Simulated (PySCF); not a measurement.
# [Pb(H2O)]2+: a change of charge

How does [Pb(H2O)]2+ respond at fixed geometry? The runs cover a change of charge. It is a constructed species; whether it can be made isn't addressed.

The runs use PySCF 2.14.0; PBE0, Pb def2-SVP with ECP60, O def2-SVP, H def2-SVP; scalar-relativistic core potentials, no spin–orbit coupling.

1 further run of the same task is left out (for a known fault of the program).

## Step 1: Starting geometry

4 atoms, charge 2, spin multiplicity 1.

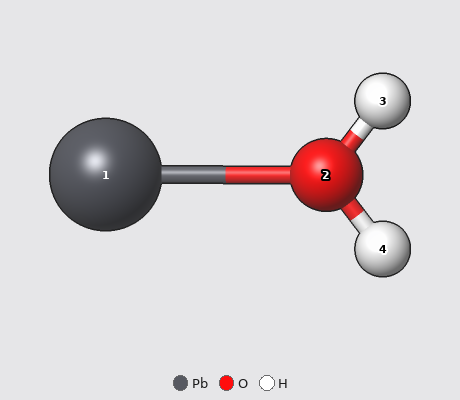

The geometry (lead dark grey, oxygen red, hydrogen white); atoms are numbered from 1 in the order of the file.

Geometry (Å):

```
Pb    0.0000    0.0000   -0.1204
O     0.0000    0.0000    2.2034
H     0.7817    0.0000    2.7957
H    -0.7817    0.0000    2.7957
```

Formal oxidation states: Pb +2. An earlier session relaxed this geometry at PBE0, Pb def2-SVP with ECP60, O def2-SVP, H def2-SVP (singlet, point group C2v).

Its energy there is -268.453538 Eh.

## Step 2: One electron removed, multiplicity 2

Input file run.py (the lines that set the calculation):

```python
mol = gto.M(atom='''
Pb     0.00000     0.00000    -0.12044
O      0.00000     0.00000     2.20340
H      0.78170     0.00000     2.79567
H     -0.78170     0.00000     2.79567''',
    basis={'Pb': 'def2-SVP', 'O': 'def2-SVP', 'H': 'def2-SVP'},
    ecp={'Pb': 'def2-SVP'},
    charge=3, spin=1)
mf = dft.UKS(mol, xc='PBE0')
mf.grids.atom_grid = (50, 194)
mf = mf.density_fit()  # fitting sets: Pb def2-universal-JKFIT, O def2-universal-JKFIT, H def2-universal-JKFIT
mf.conv_tol = 1e-08; mf.max_cycle = 55
mf.kernel(dm0)  # dm0: the density of the relaxed state
```

On the command line:

```
$ OMP_NUM_THREADS=2 python run.py
```

The program printed:

```text
init E= -268.464154972742
  HOMO = -0.804209248044  LUMO = -0.778502619892  gap/eV = 0.69951
cycle= 1 E= -267.427688154398  delta_E= 1.04  |g|= 0.499  |ddm|= 0.652
  HOMO = -1.17837425226  LUMO = -1.17583657522  gap/eV = 0.06905
cycle= 2 E= -266.9452419319  delta_E= 0.482  |g|= 1.06  |ddm|= 1.95
  HOMO = -1.15882122639  LUMO = -1.04483962397  gap/eV = 3.10160
cycle= 3 E= -267.537454575428  delta_E= -0.592  |g|= 0.139  |ddm|= 2.03
  HOMO = -1.14727438673  LUMO = -1.02431538267  gap/eV = 3.34588
cycle= 4 E= -267.546299978561  delta_E= -0.00885  |g|= 0.0457  |ddm|= 0.17
  HOMO = -1.15714379068  LUMO = -1.02087374965  gap/eV = 3.70810
cycle= 5 E= -267.547256442405  delta_E= -0.000956  |g|= 0.00609  |ddm|= 0.0415
  HOMO = -1.15826756352  LUMO = -1.02120247484  gap/eV = 3.72973
cycle= 6 E= -267.547275383813  delta_E= -1.89e-05  |g|= 0.000634  |ddm|= 0.00678
  HOMO = -1.15817711821  LUMO = -1.02130296076  gap/eV = 3.72454
cycle= 7 E= -267.54727576631  delta_E= -3.82e-07  |g|= 0.000187  |ddm|= 0.0014
  HOMO = -1.15817687994  LUMO = -1.02125605508  gap/eV = 3.72581
cycle= 8 E= -267.547275796732  delta_E= -3.04e-08  |g|= 4.76e-05  |ddm|= 0.000381
  HOMO = -1.15817611832  LUMO = -1.02125309642  gap/eV = 3.72587
cycle= 9 E= -267.547275798293  delta_E= -1.56e-09  |g|= 2.75e-06  |ddm|= 7.8e-05
  HOMO = -1.15817594469  LUMO = -1.02125321196  gap/eV = 3.72586
Extra cycle  E= -267.547275798301  delta_E= -7.67e-12  |g|= 8.97e-07  |ddm|= 5.6e-06
converged SCF energy = -267.547275798301  <S^2> = 0.75285874  2S+1 = 2.0028567
```

It took 0.5 s on 2 threads of Arm Neoverse V2, shared host.

Read off: E = -267.547276 Eh (+24.661 eV from the relaxed state), HOMO -31.52 eV, LUMO -27.79 eV (over both spins), ⟨S²⟩ = 0.753, Mulliken charge on Pb1 +1.92 e. 

## Step 3: One electron added, multiplicity 2

run.py (the lines that set the calculation): that of step 2 with these lines changed.

```diff
@@ -7,3 +7,3 @@
     ecp={'Pb': 'def2-SVP'},
-    charge=3, spin=1)
+    charge=1, spin=1)
 mf = dft.UKS(mol, xc='PBE0')
```

On the command line:

```
$ OMP_NUM_THREADS=2 python run.py
```

The program printed:

```text
init E= -268.462829193019
  HOMO = -0.543886290511  LUMO = -0.537912577984  gap/eV = 0.16255
cycle= 1 E= -268.893336294801  delta_E= -0.431  |g|= 0.129  |ddm|= 0.905
  HOMO = -0.339283772744  LUMO = -0.251700819227  gap/eV = 2.38325
cycle= 2 E= -268.906383541742  delta_E= -0.013  |g|= 0.0772  |ddm|= 0.638
  HOMO = -0.36383058775  LUMO = -0.27562304067  gap/eV = 2.40025
cycle= 3 E= -268.909211705546  delta_E= -0.00283  |g|= 0.00533  |ddm|= 0.142
  HOMO = -0.368109200685  LUMO = -0.279330960835  gap/eV = 2.41578
cycle= 4 E= -268.909225667397  delta_E= -1.4e-05  |g|= 0.00313  |ddm|= 0.00935
  HOMO = -0.368282921892  LUMO = -0.279394949293  gap/eV = 2.41876
cycle= 5 E= -268.909228492588  delta_E= -2.83e-06  |g|= 0.00196  |ddm|= 0.0031
  HOMO = -0.368274686127  LUMO = -0.27935377474  gap/eV = 2.41966
cycle= 6 E= -268.909230195999  delta_E= -1.7e-06  |g|= 0.000343  |ddm|= 0.00175
  HOMO = -0.368268870552  LUMO = -0.279342436019  gap/eV = 2.41981
cycle= 7 E= -268.909230307428  delta_E= -1.11e-07  |g|= 0.000103  |ddm|= 0.00065
  HOMO = -0.3682635033  LUMO = -0.27933667134  gap/eV = 2.41982
cycle= 8 E= -268.909230319491  delta_E= -1.21e-08  |g|= 1.75e-05  |ddm|= 0.000226
  HOMO = -0.368264107658  LUMO = -0.279338039364  gap/eV = 2.41980
cycle= 9 E= -268.909230319737  delta_E= -2.46e-10  |g|= 4.57e-06  |ddm|= 2.87e-05
  HOMO = -0.368263971342  LUMO = -0.279338054486  gap/eV = 2.41980
Extra cycle  E= -268.909230319756  delta_E= -1.85e-11  |g|= 2.02e-06  |ddm|= 7.44e-06
converged SCF energy = -268.909230319756  <S^2> = 0.7520692  2S+1 = 2.0020681
```

Run time: 0.5 s. Hardware: 2 threads of Arm Neoverse V2, shared host.

Read off: E = -268.909230 Eh (-12.400 eV from the relaxed state), HOMO -10.02 eV, LUMO -7.98 eV (over both spins), ⟨S²⟩ = 0.752, Mulliken charge on Pb1 +0.79 e. 

## Step 4: Results

| state | energy from the relaxed state (eV) | ⟨S²⟩ | time |
| --- | --- | --- | --- |
| charge +2, singlet, vacuum (relaxed) | 0 | 0.00 |  |
| charge +1, doublet, vacuum | -12.40 | 0.75 | 0.5 s |
| charge +3, doublet, vacuum | 24.66 | 0.75 | 0.5 s |

An electron taken off or put on is at rest in vacuum. 

Removing an electron vertically costs 24.66 eV (doublet), against −HOMO = 21.53 eV. Adding an electron vertically releases 12.40 eV (doublet). These are double-zeta-type bases without diffuse functions. Spin–orbit coupling is left out.
